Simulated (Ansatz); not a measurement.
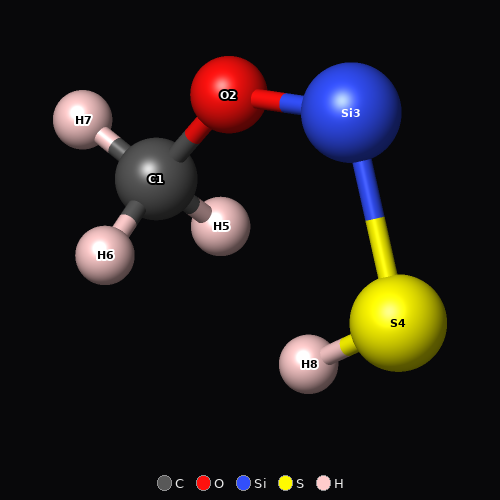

The system is CH₄OSSi, SMILES CO[Si]S; the picture shows the reference structure. The first coordinate is: dihedral O2–Si3–S4–H8; the second: dihedral C1–O2–Si3–S4. Nothing is relaxed (all other coordinates rigid). The scan uses a 15 × 15 grid; 139 points were computed and 86 follow by symmetry. Energies: kcal/mol, counted from the lowest grid point. Level of theory: Ansatz, RKS PBE0-D4/def2-TZVP.

Its coordinates:

```yaml
atoms:
  - { symbol: C, position_ang: [-0.3143, 0.9604, 0.0078] }
  - { symbol: O, position_ang: [-0.7111, -0.0249, 0.9304] }
  - { symbol: Si, position_ang: [-0.3788, -1.6115, 1.1659] }
  - { symbol: S, position_ang: [1.0228, -2.1328, -0.4200] }
  - { symbol: H, position_ang: [0.7670, 1.1230, 0.0476] }
  - { symbol: H, position_ang: [-0.5961, 0.6802, -1.0116] }
  - { symbol: H, position_ang: [-0.8173, 1.8936, 0.2650] }
  - { symbol: H, position_ang: [1.1198, -0.9450, -1.0410] }
```

Range: dihedral O2–Si3–S4–H8 from −180 to 156°; dihedral C1–O2–Si3–S4 from −180 to 156°.

**What landscape does the calculation give?**

The lowest grid point is at dihedral O2–Si3–S4–H8 = −180°, dihedral C1–O2–Si3–S4 = 12°. There are further wells near dihedral O2–Si3–S4–H8 = −12°, dihedral C1–O2–Si3–S4 = 12° (1.3 kcal/mol above the lowest at that grid point); dihedral O2–Si3–S4–H8 = −12°, dihedral C1–O2–Si3–S4 = −180° (4.0 kcal/mol above the lowest at that grid point); dihedral O2–Si3–S4–H8 = −180°, dihedral C1–O2–Si3–S4 = −180° (4.4 kcal/mol above the lowest at that grid point). The highest grid point, dihedral O2–Si3–S4–H8 = −84°, dihedral C1–O2–Si3–S4 = 108°, lies 17.1 kcal/mol above the lowest. On the interpolated surface the easiest way out of the lowest well to the well at dihedral O2–Si3–S4–H8 = −180°, dihedral C1–O2–Si3–S4 = −180° passes a barrier of about 7 kcal/mol, counted from the interpolated bottom of the well. Round the minimum the two coordinates are nearly uncoupled.

```csv
"dihedral C1–O2–Si3–S4 ↓, dihedral O2–Si3–S4–H8 →",−180,−156,−132,−108,−84,−60,−36,−12,12,36,60,84,108,132,156
156,5.0,6.7,10.3,13.3,13.5,10.6,6.9,4.5,4.7,7.3,11.0,13.2,12.3,9.0,5.9
132,6.1,8.2,12.2,15.6,15.6,12.4,8.4,6.0,6.3,9.1,13.0,15.3,14.0,10.3,7.0
108,6.8,8.8,13.1,16.8,17.1,13.8,9.7,7.1,7.3,10.2,14.4,16.9,15.6,11.6,7.9
84,6.1,7.8,11.8,15.6,16.3,13.3,9.4,6.8,6.8,9.6,13.7,16.4,15.4,11.4,7.5
60,4.1,5.5,9.1,12.6,13.4,11.0,7.5,5.2,5.1,7.5,11.3,13.9,13.0,9.4,5.7
36,1.7,3.1,6.4,9.7,10.4,8.1,5.0,3.1,3.1,5.2,8.6,11.0,10.1,6.6,3.1
12,0.0,1.4,4.8,8.0,8.7,6.4,3.2,1.3,1.4,3.5,6.7,9.0,8.2,4.8,1.4
−12,0.0,1.4,4.8,8.2,9.0,6.7,3.5,1.4,1.3,3.2,6.4,8.7,8.0,4.8,1.4
−36,1.7,3.1,6.6,10.1,11.0,8.6,5.2,3.1,3.1,5.0,8.1,10.4,9.7,6.4,3.1
−60,4.1,5.7,9.4,13.0,13.9,11.3,7.5,5.1,5.2,7.5,11.0,13.4,12.6,9.1,5.5
−84,6.1,7.5,11.4,15.4,16.4,13.7,9.6,6.8,6.8,9.4,13.3,16.3,15.6,11.8,7.8
−108,6.8,7.9,11.6,15.6,16.9,14.4,10.2,7.3,7.1,9.7,13.8,17.1,16.8,13.1,8.8
−132,6.1,7.0,10.3,14.0,15.3,13.0,9.1,6.3,6.0,8.4,12.4,15.6,15.6,12.2,8.2
−156,5.0,5.9,9.0,12.3,13.2,11.0,7.3,4.7,4.5,6.9,10.6,13.5,13.3,10.3,6.7
−180,4.4,5.7,8.9,11.9,12.4,9.9,6.4,4.0,4.0,6.4,9.9,12.4,11.9,8.9,5.7
```

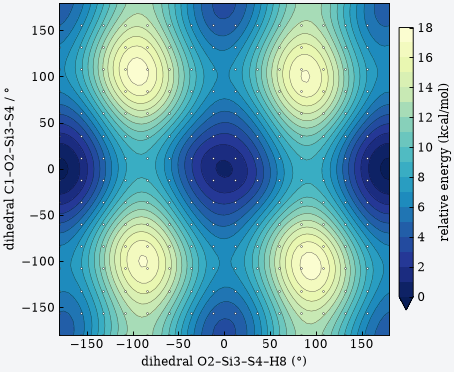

In the figure: filled contours, dots at the grid points. Between grid points the surface is interpolated.

Time for the 139 points that were run: 17 min on 1 thread of Arm Neoverse V2, on a shared host.
